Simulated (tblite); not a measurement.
# C₂H₉B₂FSi: geometry relaxation

C₂H₉B₂FSi, computed with GFN2-xTB geometry optimisation, gas phase (tblite 0.8.0).

It belongs to a series of runs on one base structure; here: H on Si replaced by BMe2.

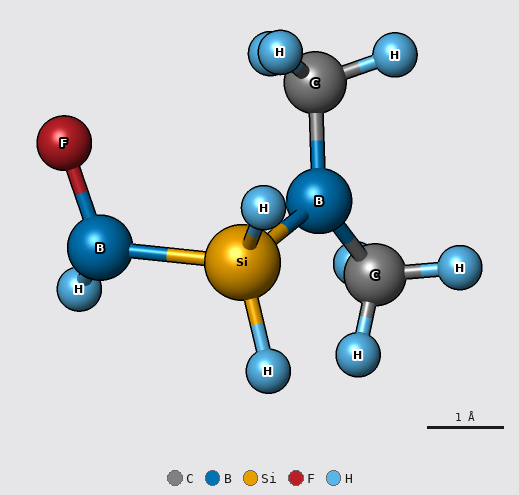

Fig. 1: The starting structure (ball-and-stick view, seen at a tilt). Bond lengths as drawn: B–C 1.56 to 1.58 Å, B–F 1.46 Å, B–H 1.18 Å, B–Si 1.95 to 1.96 Å, C–H 1.10 to 1.13 Å and H–Si 1.44 to 1.47 Å.

## The input
```
{"job": {"kind": "relax", "xc": "GFN2-xTB", "basis": "xTB"}, "charge": 0, "multiplicity": 1}
C     -0.858500     1.530900     0.005700
B     -0.593500    -0.007600    -0.028700
C     -1.425800    -1.102600     0.745700
Si     0.957100    -0.612800    -1.050300
B      2.494400    -0.070500     0.040100
F      2.708800     1.370800     0.048700
H     -1.911500     1.694500    -0.319100
H     -0.203100     2.010100    -0.764100
H     -0.648700     2.016800     0.969800
H     -1.551200    -0.913400     1.827800
H     -0.940400    -2.095200     0.612900
H     -2.430500    -1.219100     0.240800
H      0.959200     0.045300    -2.336100
H      0.915500    -2.083400    -1.134100
H      2.523700    -0.555700     1.119200
```

The first line tells a small driver script what to run in tblite; the rest is the geometry in Å.

Hardware: 1 CPU thread, shared host.

Launched with:
```bash
OMP_NUM_THREADS=1 python <driver script> task.json out
```

## What the program printed
```
step      E/eV     max force
  0    -483.44353    3.146
  1    -483.75006    1.971
  2    -483.87458    2.885
  3    -483.96570    0.944
  4    -484.03080    0.545
  5    -484.07975    0.741
  6    -484.09802    0.550
  7    -484.11836    0.354
  8    -484.13119    0.443
  9    -484.14733    0.530
 10    -484.15897    0.373
 11    -484.16854    0.205
 12    -484.17733    0.311
 13    -484.18557    0.307
 14    -484.19293    0.269
 15    -484.19838    0.166
 16    -484.20282    0.199
 17    -484.20802    0.227
 18    -484.21319    0.226
 19    -484.21737    0.171
 20    -484.22086    0.160
 21    -484.22442    0.193
 22    -484.22822    0.183
 23    -484.23106    0.118
 24    -484.23233    0.076
 25    -484.23300    0.091
 26    -484.23367    0.091
 27    -484.23427    0.087
 28    -484.23470    0.063
 29    -484.23504    0.053
 30    -484.23546    0.069
 31    -484.23612    0.081
 32    -484.23700    0.100
 33    -484.23790    0.092
 34    -484.23873    0.090
 35    -484.23976    0.114
 36    -484.24137    0.148
 37    -484.24357    0.144
 38    -484.24571    0.126
 39    -484.24715    0.082
 40    -484.24806    0.073
 41    -484.24912    0.094
 42    -484.25096    0.112
 43    -484.25326    0.118
 44    -484.25480    0.080
 45    -484.25565    0.072
 46    -484.25630    0.061
 47    -484.25676    0.059
 48    -484.25736    0.048
 49    -484.25796    0.058
 50    -484.25838    0.039
 51    -484.25863    0.035
 52    -484.25880    0.030
 53    -484.25897    0.034
 54    -484.25917    0.030
 55    -484.25934    0.034
 56    -484.25952    0.035
 57    -484.25972    0.038
 58    -484.25999    0.038
 59    -484.26025    0.034
 60    -484.26043    0.027
 61    -484.26055    0.026
 62    -484.26067    0.028
 63    -484.26085    0.033
 64    -484.26110    0.037
 65    -484.26138    0.043
 66    -484.26166    0.047
 67    -484.26196    0.049
 68    -484.26233    0.069
 69    -484.26274    0.066
 70    -484.26310    0.057
 71    -484.26343    0.061
 72    -484.26390    0.073
 73    -484.26460    0.131
 74    -484.26606    0.158
 75    -484.26961    0.131
 76    -484.26523    0.316
 77    -484.27149    0.062
 78    -484.27173    0.053
 79    -484.27204    0.049
 80    -484.27276    0.046
 81    -484.27301    0.046
 82    -484.27335    0.040
 83    -484.27347    0.039
 84    -484.27357    0.030
 85    -484.27368    0.030
 86    -484.27383    0.030
 87    -484.27395    0.029
 88    -484.27405    0.033
 89    -484.27415    0.029
 90    -484.27430    0.042
 91    -484.27450    0.036
 92    -484.27467    0.024
 93    -484.27476    0.022
 94    -484.27482    0.020
 95    -484.27491    0.028
 96    -484.27507    0.034
 97    -484.27522    0.028
 98    -484.27529    0.016
 99    -484.27532    0.017
100    -484.27534    0.015
101    -484.27538    0.015
102    -484.27544    0.019
103    -484.27551    0.018
104    -484.27555    0.015
105    -484.27558    0.013
106    -484.27560    0.010
107    -484.27562    0.010
```

## Trajectory as extended XYZ (Å, eV, eV/Å), 7 of the 108 frames kept, from step=0 to step=107
```
15
Properties=species:S:1:pos:R:3:forces:R:3 step=0 energy=-483.44353
C    -0.8585    1.5309    0.0057   -0.0800   0.3430  -0.9280
B    -0.5935   -0.0076   -0.0287    0.1160  -0.2430   0.5590
C    -1.4258   -1.1026    0.7457   -0.3920  -0.6100  -0.4770
Si    0.9571   -0.6128   -1.0503    0.6390  -0.3350   0.0680
B     2.4944   -0.0705    0.0401   -1.0250   2.8980   0.6690
F     2.7088    1.3708    0.0487    0.0240  -2.9210   0.0060
H    -1.9115    1.6945   -0.3191    0.6390   0.2880   0.5360
H    -0.2031    2.0101   -0.7641   -0.5910   0.0010   0.7240
H    -0.6487    2.0168    0.9698   -0.3770  -0.1770  -0.4260
H    -1.5512   -0.9134    1.8278   -0.2120  -0.0890  -0.6900
H    -0.9404   -2.0952    0.6129   -0.3850   0.5410   0.3670
H    -2.4305   -1.2191    0.2408    0.8330   0.2470   0.8220
H     0.9592    0.0453   -2.3361   -0.0060  -0.0110  -0.7100
H     0.9155   -2.0834   -1.1341    0.0290  -0.1100  -0.3620
H     2.5237   -0.5557    1.1192    0.7880   0.1780  -0.1570
15
Properties=species:S:1:pos:R:3:forces:R:3 step=18 energy=-484.21319
C    -0.9293    1.5077   -0.0229    0.0320  -0.0730   0.0580
B    -0.5936   -0.0393   -0.0847   -0.2190  -0.0090  -0.0570
C    -1.4592   -1.0769    0.7414    0.0400   0.0620   0.0110
Si    0.9973   -0.6406   -1.0853    0.0720   0.0160   0.0540
B     2.3946    0.0095    0.1546   -0.1180  -0.1540  -0.0340
F     2.8126    1.2542    0.0430    0.0910   0.1050   0.0040
H    -1.9746    1.7503   -0.2241    0.0640  -0.1120   0.0050
H    -0.3169    2.1067   -0.6959   -0.0630   0.0210   0.0160
H    -0.7388    1.8750    0.9889    0.0010  -0.0020  -0.0140
H    -1.6098   -0.7810    1.7820    0.0210   0.0300  -0.0760
H    -1.0305   -2.0792    0.7412   -0.0850   0.0420   0.0320
H    -2.4630   -1.1570    0.3167    0.0850   0.0140  -0.0080
H     1.0849   -0.0995   -2.4533    0.0380   0.1220  -0.0100
H     1.0578   -2.0878   -1.3622    0.0030  -0.0690   0.0910
H     2.7640   -0.5341    1.1387    0.0370   0.0080  -0.0730
15
Properties=species:S:1:pos:R:3:forces:R:3 step=36 energy=-484.24137
C    -0.9725    1.4790   -0.0239   -0.0050  -0.0040  -0.0010
B    -0.5999   -0.0533   -0.1086   -0.0990   0.0550   0.0950
C    -1.4833   -1.0516    0.7382   -0.0100   0.0060  -0.0170
Si    1.0229   -0.6165   -1.0706    0.0290   0.0300   0.0890
B     2.4636   -0.0095    0.1394   -0.0390  -0.0500  -0.0050
F     2.8987    1.2331    0.0401    0.0440  -0.0160   0.0340
H    -2.0346    1.6680   -0.1823    0.0170  -0.0180   0.0180
H    -0.4194    2.1158   -0.7119   -0.0140   0.0190   0.0270
H    -0.7598    1.8326    0.9889    0.0020   0.0330  -0.0620
H    -1.6645   -0.6902    1.7524    0.0230  -0.0240  -0.0540
H    -1.0931   -2.0655    0.8059    0.0100   0.0360   0.0110
H    -2.4705   -1.1243    0.2791   -0.0100  -0.0250  -0.0090
H     1.1412   -0.0404   -2.4239    0.0080   0.0190  -0.0090
H     1.0688   -2.0669   -1.3127    0.0360  -0.1160  -0.0400
H     2.8979   -0.6023    1.0679    0.0090   0.0540  -0.0770
15
Properties=species:S:1:pos:R:3:forces:R:3 step=54 energy=-484.25917
C    -1.0598    1.4946   -0.0360    0.0080  -0.0220  -0.0120
B    -0.6176   -0.0207   -0.0472   -0.0100  -0.0170   0.0060
C    -1.5339   -1.0437    0.7282    0.0020  -0.0100   0.0030
Si    1.0453   -0.5781   -0.9592   -0.0120   0.0230   0.0150
B     2.6117   -0.0648    0.1303   -0.0090   0.0220  -0.0190
F     3.0723    1.1707    0.0601    0.0010   0.0030   0.0080
H    -2.1399    1.6200   -0.1074    0.0090   0.0170   0.0100
H    -0.5988    2.1009   -0.8125   -0.0080   0.0200  -0.0120
H    -0.7722    1.9417    0.9181    0.0100  -0.0080   0.0020
H    -1.8241   -0.6811    1.7143   -0.0030   0.0150   0.0050
H    -1.1102   -2.0379    0.8492    0.0190  -0.0020   0.0050
H    -2.4691   -1.1655    0.1795    0.0000  -0.0110  -0.0160
H     1.1288    0.0326   -2.3050    0.0150  -0.0080   0.0040
H     1.0848   -2.0268   -1.2547   -0.0160  -0.0080  -0.0050
H     3.1781   -0.7339    0.9203   -0.0060  -0.0150   0.0050
15
Properties=species:S:1:pos:R:3:forces:R:3 step=71 energy=-484.26343
C    -1.0691    1.5038   -0.0365    0.0070   0.0200  -0.0070
B    -0.6373   -0.0131   -0.0608    0.0160   0.0210   0.0200
C    -1.5349   -1.0484    0.7220    0.0230   0.0080   0.0030
Si    1.0373   -0.5616   -0.9583   -0.0240  -0.0040   0.0090
B     2.6101   -0.0722    0.1373   -0.0140  -0.0050  -0.0290
F     3.0743    1.1635    0.0957   -0.0160  -0.0110   0.0060
H    -2.1486    1.6516   -0.0251    0.0150   0.0000   0.0140
H    -0.6553    2.0985   -0.8483   -0.0220   0.0040  -0.0310
H    -0.6944    1.9551    0.8858   -0.0100  -0.0290   0.0080
H    -1.8949   -0.6546    1.6733   -0.0050  -0.0150  -0.0200
H    -1.0465   -2.0023    0.9118   -0.0300   0.0010   0.0160
H    -2.4321   -1.2678    0.1383    0.0570   0.0200  -0.0050
H     1.1575    0.0353   -2.3082   -0.0090   0.0020   0.0220
H     1.0420   -2.0126   -1.2464    0.0270  -0.0140  -0.0110
H     3.1875   -0.7673    0.8974   -0.0160   0.0010   0.0050
15
Properties=species:S:1:pos:R:3:forces:R:3 step=89 energy=-484.27415
C    -1.0607    1.5284   -0.0231   -0.0070   0.0100   0.0030
B    -0.6303    0.0132   -0.0597   -0.0050  -0.0050   0.0060
C    -1.5036   -1.0374    0.7239   -0.0200  -0.0050   0.0140
Si    1.0151   -0.5607   -0.9886    0.0220  -0.0040  -0.0040
B     2.5674   -0.1079    0.1472   -0.0070   0.0010   0.0030
F     3.0022    1.1386    0.1874    0.0030  -0.0110   0.0020
H    -2.1159    1.6826    0.1979   -0.0060   0.0060  -0.0060
H    -0.8194    2.0857   -0.9267    0.0060  -0.0130   0.0020
H    -0.5076    2.0140    0.7850    0.0090  -0.0030  -0.0080
H    -2.0844   -0.6217    1.5465    0.0110   0.0250   0.0010
H    -0.9377   -1.8868    1.1028   -0.0150  -0.0100  -0.0120
H    -2.2311   -1.4484    0.0198    0.0230  -0.0180   0.0030
H     1.1570    0.0488   -2.3291   -0.0120   0.0110   0.0080
H     1.0100   -2.0090   -1.2937    0.0000   0.0070  -0.0080
H     3.1346   -0.8315    0.8884   -0.0010   0.0100  -0.0030
15
Properties=species:S:1:pos:R:3:forces:R:3 step=107 energy=-484.27562
C    -1.0544    1.5246   -0.0268   -0.0030   0.0020  -0.0070
B    -0.6356    0.0059   -0.0525    0.0000   0.0000   0.0010
C    -1.5107   -1.0421    0.7323    0.0030   0.0020   0.0090
Si    1.0118   -0.5515   -0.9897    0.0020  -0.0020  -0.0060
B     2.5627   -0.1168    0.1532    0.0000  -0.0020   0.0050
F     3.0018    1.1277    0.2074    0.0010  -0.0030   0.0000
H    -2.0959    1.6999    0.2390    0.0010  -0.0010  -0.0020
H    -0.8487    2.0525   -0.9565   -0.0040  -0.0010  -0.0010
H    -0.4529    2.0246    0.7362    0.0010   0.0040   0.0060
H    -2.1373   -0.6123    1.5127   -0.0010   0.0030  -0.0020
H    -0.9345   -1.8565    1.1681    0.0040  -0.0060  -0.0010
H    -2.1881   -1.5110    0.0156   -0.0030   0.0000   0.0000
H     1.1385    0.1004   -2.3118    0.0020   0.0010   0.0020
H     1.0131   -1.9892   -1.3387   -0.0010   0.0020  -0.0020
H     3.1258   -0.8484    0.8895   -0.0020   0.0020  -0.0030
```

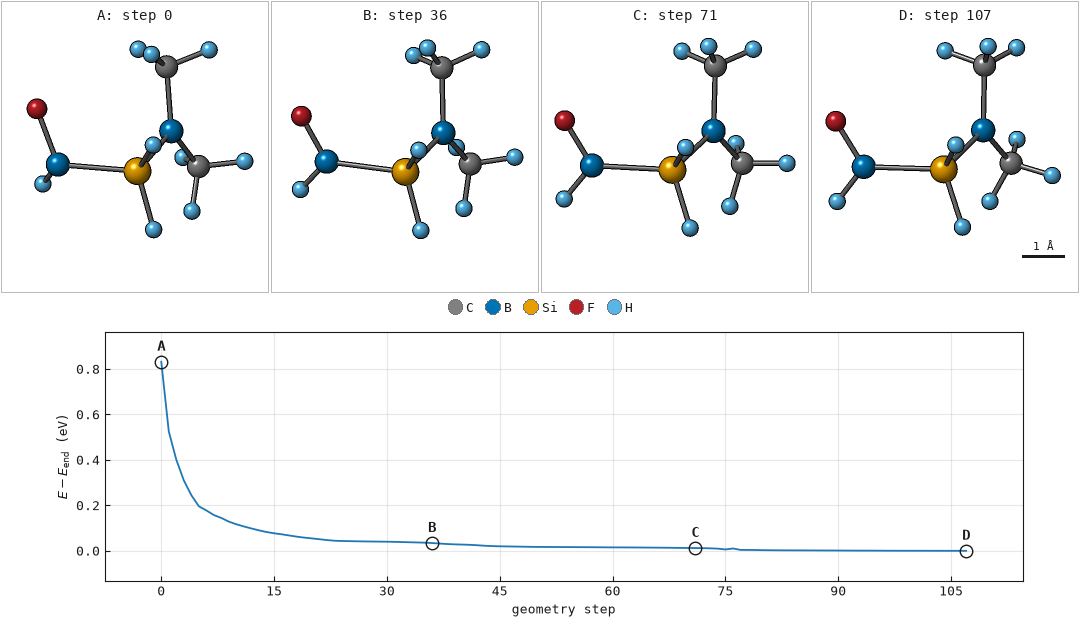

Fig. 2: Frames of the relaxation (ball-and-stick view, seen at a tilt) above the curves, on which the letters mark them (steps are counted from 0).

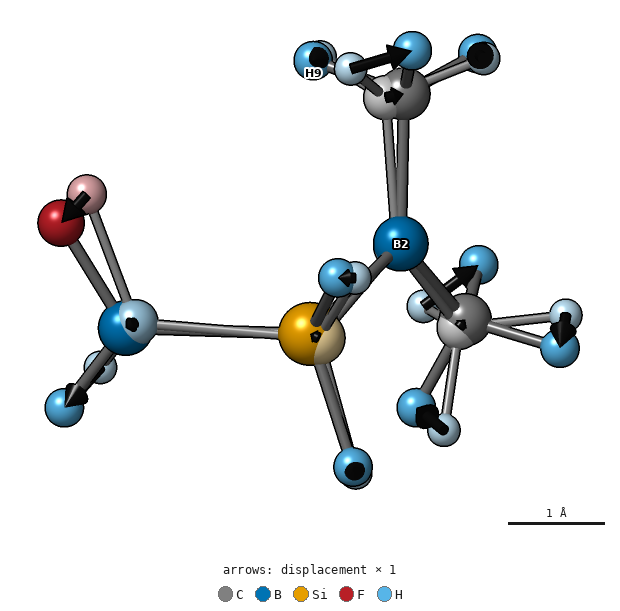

Fig. 3: Start (faint) and end (solid) with the displacements as black arrows, at true length (ball-and-stick view, seen at a tilt). The two geometries are laid on each other by the best rigid fit. Over 107 geometry steps the energy falls by 0.832 eV. Largest force component: 2.9 eV/Å at the start, 0.009 eV/Å at the end. H10 moves most after the best rigid fit: 0.73 Å. Largest moves by element: H 0.73 Å, F 0.41 Å, C 0.20 Å, B 0.14 Å, Si 0.10 Å. Among the contacts that change: B5–F6 1.457 → 1.321 Å, C3–H12 1.130 → 1.092 Å, Si4–H13 1.444 → 1.480 Å, C1–H8 1.119 → 1.089 Å. Among the angles that change: Si4–B5–H15 114.4° → 126.8°, H13–Si4–H14 113.8° → 102.6°, B2–C1–H9 115.0° → 107.8°. (Atoms are counted from 1 in the order of the input.)

## Key numbers

| quantity | value |
| --- | --- |
| outcome | converged |
| total energy | −484.2756 eV |
| peak memory | 0.18 GiB |
